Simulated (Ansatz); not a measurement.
The compound is RbNdSe2 (R-3m).

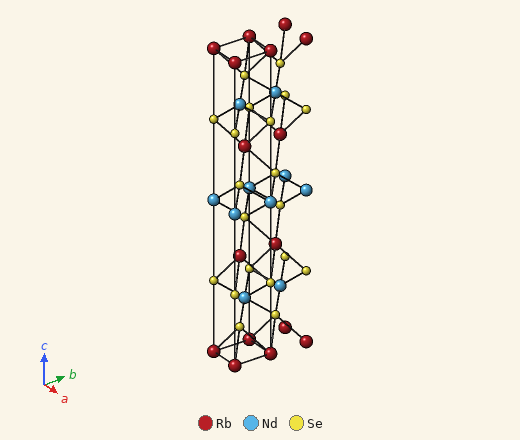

The structure (rubidium red, neodymium blue, selenium yellow). Bonds to atoms that aren't drawn are left out. 1×2×1 conventional cells are drawn. Some periodic images of atoms are drawn too.

```yaml
crystal:
  lattice:
    - [3.53633, 6.59322, 3.53633]
    - [3.53633, 3.53633, 6.59322]
    - [6.59322, 3.53633, 3.53633]
  atoms:
    - { symbol: Rb, position: [0.00000, 0.00000, 0.00000] }
    - { symbol: Nd, position: [0.50000, 0.50000, 0.50000] }
    - { symbol: Se, position: [0.23382, 0.23382, 0.23382] }
    - { symbol: Se, position: [0.76618, 0.76618, 0.76618] }
```

The cell and positions come from the Crystallography Open Database and are kept as given unless a step says otherwise. The program's search for lower electronic states was switched off, so nothing shows that the state found is the lowest. Spin-orbit coupling is left out unless a run names it. PAW set soft_2, made with PBE.

A constrained-RPA run (Ansatz 0.2.0; non-magnetic LDA; Nd f, bands v2 to c5, 4×4×4 mesh, medium accuracy) builds 7 functions on bands 0.53 eV wide, with 3.0 electrons in the window. The bare on-site interaction is 24.6 eV and the bare J 0.66 eV.

Question: What U and J survive the screening?

On the Nd f shell, U = 3.99 eV (16 % of the bare value), U′ = 2.95 eV, J = 0.51 eV.

The parent state is non-magnetic and the interaction static (zero frequency); U depends on the window and the orbitals, so it belongs to this model alone.

[Paths, hosts, dates, memory and timing lines, banners, echoed tables and standing remarks are left out of the program output.]

[Logs are printed without paths, hosts, clocks, repeated set-up lines and the standing remarks that a program may print on its own settings, such as how far it seeks lower states.]

[Runs of the session that timed out or met a known fault of the program may be left out.]

[Hosts, paths, dates, database ids (printed as entryN), source tags and the programs' standing remarks are cut or masked in the printed files.]
